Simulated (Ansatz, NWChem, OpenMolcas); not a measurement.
# Computed against measured: dipole moment

8 molecules holding an element from Na to Cl; the dipole moment in D, computed less measured. Shapes, held fixed at every level: PBE0-D4/def2-TZVP; CS at the measured bond length. No vibrational averaging. Dipoles are compared by magnitude; molecules under 1 D, whose direction can flip, are left out. Programs: Ansatz 0.2.0, NWChem 7.3.0, OpenMolcas 26.06. A level may come from different programs for different species; with the same settings they agree closely. Measured values: NIST CCCBDB.

Levels: A = HF/3-21G; B = HF/def2-SVP; C = B3LYP/6-31G* (spherical functions); D = PBE0/def2-SVP.

| molecule | measured | A | B | C | D |
| --- | --- | --- | --- | --- | --- |
| CS (carbon monosulfide) | 1.98 | -0.99 | -0.49 | -0.41 | -0.18 |
| HCl (hydrogen chloride) | 1.08 | +0.77 | +0.33 | +0.38 | +0.29 |
| CH3Cl (chloromethane) | 1.87 | +0.58 | +0.22 | +0.14 | +0.01 |
| CHCl2F (dichlorofluoromethane) | 1.29 | +0.57 | +0.27 | +0.05 | +0.04 |
| SCl2O2 (sulfuryl chloride) | 1.81 | -0.15 | +0.48 | -0.33 | -0.18 |
| SiH3Cl (chlorosilane) | 1.31 | +1.47 | +0.26 | +0.37 | +0.06 |
| SO2F2 (sulfuryl fluoride) | 1.12 | -0.06 | +0.01 | +0.06 | -0.08 |
| C2H6S (dimethyl sulfide) | 1.50 | +0.41 | +0.16 | +0.20 | +0.07 |

Problem. Sum up the errors.

Solution. 
```json
{"level": "HF/3-21G", "kind": "Hartree–Fock", "mean error": "+0.325", "mean absolute error": "0.625", "worst case": "SiH3Cl"}
{"level": "HF/def2-SVP", "kind": "Hartree–Fock", "mean error": "+0.155", "mean absolute error": "0.278", "worst case": "CS"}
{"level": "B3LYP/6-31G* (spherical functions)", "kind": "global hybrid", "mean error": "+0.058", "mean absolute error": "0.242", "worst case": "CS"}
{"level": "PBE0/def2-SVP", "kind": "global hybrid", "mean error": "+0.004", "mean absolute error": "0.114", "worst case": "HCl"}
```

On this set PBE0/def2-SVP has the smallest mean absolute error and HF/3-21G the largest. HF/def2-SVP is too high in 7 of 8; B3LYP/6-31G* (spherical functions) is too high in 6 of 8. The tabulated value of HCl is in doubt (older tables, estimates, or at odds with other calculations) and kept here. Over the 7 molecules whose values aren't doubted the mean absolute errors are A 0.604; B 0.270; C 0.223; D 0.089. The set is small.

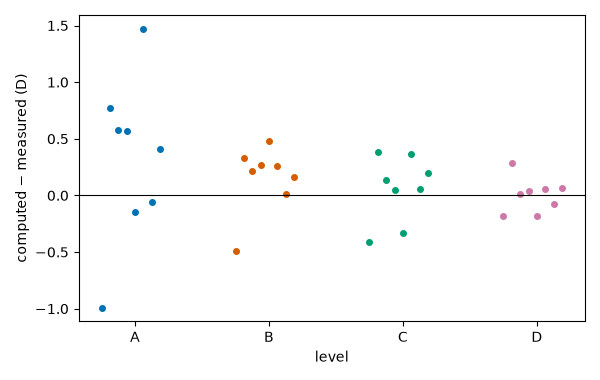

Errors of each level, one point a molecule.
